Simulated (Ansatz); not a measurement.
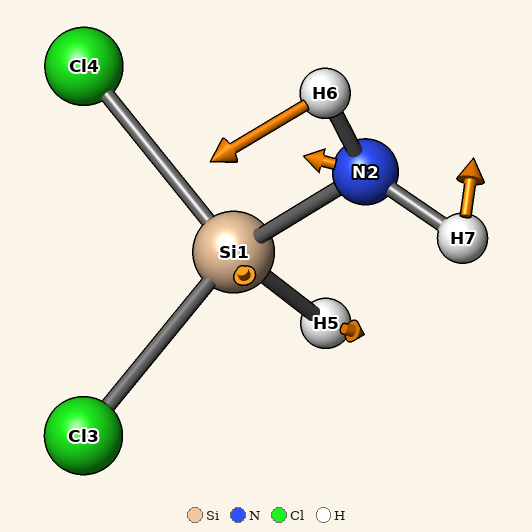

The arrows show one normal mode. Harmonic vibrations computed with RKS PBE0-D4/def2-TZVP (Ansatz 0.2.0) at a stationary point of the same level.

Question: At what wavenumber does it lie?

Answer: 295 cm⁻¹; it is mode 4 of 15 counted from the lowest.
